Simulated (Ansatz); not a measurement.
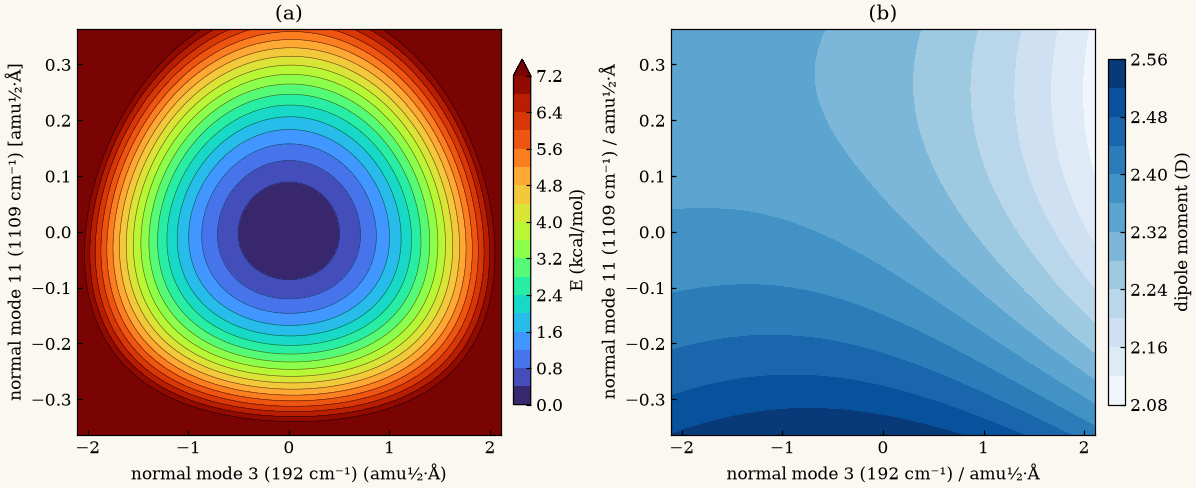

Cl2HO2V, SMILES [O]=[V]([OH])([Cl])[Cl]. 
- The first coordinate is: normal mode 3 (192 cm⁻¹); the second: normal mode 11 (1109 cm⁻¹).
- Nothing is relaxed (straight displacements along the two mass-weighted modes).
- The scan uses a 15 × 15 grid.
- Points are written as (first, second).
- Energies: kcal/mol, counted from the lowest grid point.
- Level of theory: RKS PBE-D4/def2-SVP (Ansatz 0.2.0).

Panel (a) is the energy; panel (b) is the computed dipole moment, in D.

In the figure: filled contours, one colour for all values above the top of the scale. Between grid points the surface is interpolated.

**How does the dipole moment vary over the map, and what is it at the lowest grid point?**

Leaving out the highest fifth of the energies, it runs from 2.13 D at (2.106 amu½·Å, 0.052 amu½·Å) to 2.55 D at (−0.301 amu½·Å, −0.364 amu½·Å). At the lowest grid point, (0.000 amu½·Å, 0.000 amu½·Å), it is 2.34 D.

| second ↓, first → | −2.106 | −1.805 | −1.504 | −1.204 | −0.903 | −0.602 | −0.301 | 0.000 | 0.301 | 0.602 | 0.903 | 1.204 | 1.504 | 1.805 | 2.106 |
| --- | --- | --- | --- | --- | --- | --- | --- | --- | --- | --- | --- | --- | --- | --- | --- |
| 0.364 | 2.34 | 2.34 | 2.34 | 2.33 | 2.33 | 2.32 | 2.31 | 2.30 | 2.28 | 2.27 | 2.24 | 2.22 | 2.19 | 2.15 | 2.11 |
| 0.312 | 2.34 | 2.34 | 2.33 | 2.33 | 2.33 | 2.32 | 2.31 | 2.30 | 2.28 | 2.26 | 2.24 | 2.21 | 2.18 | 2.15 | 2.11 |
| 0.260 | 2.34 | 2.34 | 2.33 | 2.33 | 2.33 | 2.32 | 2.31 | 2.30 | 2.28 | 2.26 | 2.24 | 2.21 | 2.18 | 2.14 | 2.10 |
| 0.208 | 2.34 | 2.34 | 2.34 | 2.33 | 2.33 | 2.32 | 2.31 | 2.30 | 2.28 | 2.26 | 2.24 | 2.21 | 2.18 | 2.14 | 2.10 |
| 0.156 | 2.34 | 2.34 | 2.34 | 2.34 | 2.33 | 2.33 | 2.32 | 2.30 | 2.29 | 2.27 | 2.24 | 2.22 | 2.18 | 2.15 | 2.11 |
| 0.104 | 2.35 | 2.35 | 2.35 | 2.35 | 2.34 | 2.33 | 2.32 | 2.31 | 2.29 | 2.27 | 2.25 | 2.22 | 2.19 | 2.16 | 2.12 |
| 0.052 | 2.36 | 2.36 | 2.36 | 2.36 | 2.35 | 2.34 | 2.33 | 2.32 | 2.31 | 2.29 | 2.26 | 2.24 | 2.21 | 2.17 | 2.13 |
| 0.000 | 2.37 | 2.37 | 2.37 | 2.37 | 2.36 | 2.36 | 2.35 | 2.34 | 2.32 | 2.30 | 2.28 | 2.25 | 2.22 | 2.19 | 2.15 |
| −0.052 | 2.38 | 2.38 | 2.38 | 2.38 | 2.38 | 2.38 | 2.37 | 2.36 | 2.34 | 2.32 | 2.30 | 2.27 | 2.24 | 2.21 | 2.17 |
| −0.104 | 2.40 | 2.40 | 2.40 | 2.40 | 2.40 | 2.40 | 2.39 | 2.38 | 2.36 | 2.34 | 2.32 | 2.30 | 2.27 | 2.24 | 2.20 |
| −0.156 | 2.42 | 2.42 | 2.42 | 2.43 | 2.42 | 2.42 | 2.41 | 2.40 | 2.39 | 2.37 | 2.35 | 2.33 | 2.30 | 2.27 | 2.23 |
| −0.208 | 2.44 | 2.44 | 2.45 | 2.45 | 2.45 | 2.45 | 2.44 | 2.43 | 2.42 | 2.40 | 2.38 | 2.36 | 2.33 | 2.30 | 2.27 |
| −0.260 | 2.46 | 2.47 | 2.48 | 2.48 | 2.48 | 2.48 | 2.48 | 2.47 | 2.46 | 2.44 | 2.42 | 2.40 | 2.38 | 2.35 | 2.31 |
| −0.312 | 2.49 | 2.50 | 2.51 | 2.51 | 2.52 | 2.52 | 2.51 | 2.51 | 2.50 | 2.48 | 2.47 | 2.45 | 2.42 | 2.39 | 2.36 |
| −0.364 | 2.52 | 2.53 | 2.54 | 2.55 | 2.55 | 2.56 | 2.55 | 2.55 | 2.54 | 2.53 | 2.51 | 2.49 | 2.47 | 2.45 | 2.42 |
